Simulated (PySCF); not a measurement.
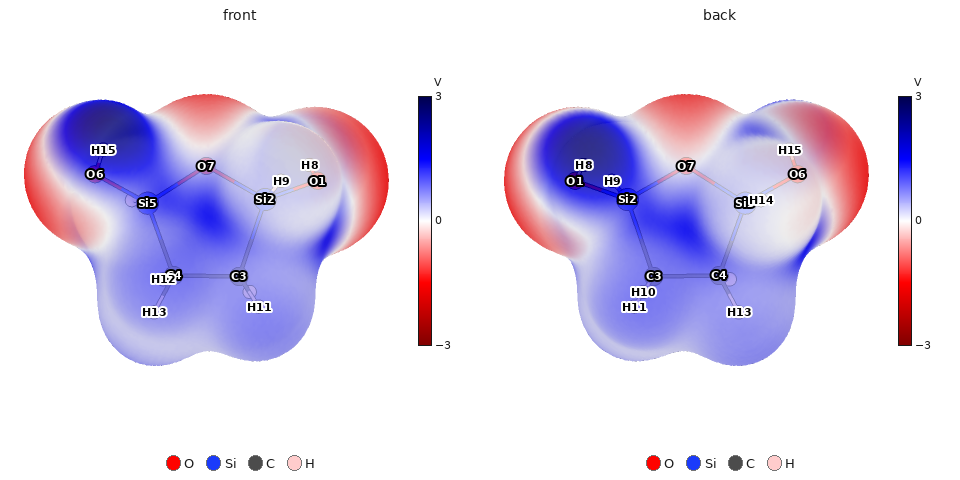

Figure 1: C2H8O3Si2. The electrostatic potential painted on the density surface at 0.002 e/bohr³, seen from the front and from behind; the colour scale runs from red (negative) to blue (positive).

Geometry: GFN2-xTB.

Theory: B3LYP/def2-SVPD, SCF density, gas phase in PySCF.

```xyz
15

O     2.6842   -1.0047    0.3268
Si    1.1903   -0.6208    0.8265
C    -0.2419   -1.3896   -0.1642
C    -1.3487   -0.3273   -0.2570
Si   -0.4940    1.3736   -0.2517
O    -1.2569    2.5490    0.5639
O     0.8906    0.9628    0.5246
H     3.1170   -0.4617   -0.3272
H     1.1728   -0.8219    2.2663
H     0.1089   -1.6300   -1.1710
H    -0.6300   -2.3181    0.2532
H    -1.9940   -0.4060    0.6216
H    -1.9870   -0.5074   -1.1214
H    -0.1422    1.9340   -1.5462
H    -1.0736    2.6762    1.4914
```

> Where is the surface potential most negative and most positive?

The most negative region (about −1.3 V) lies over O1 and O6, the most positive (about +2.5 V) over H8 and H15.
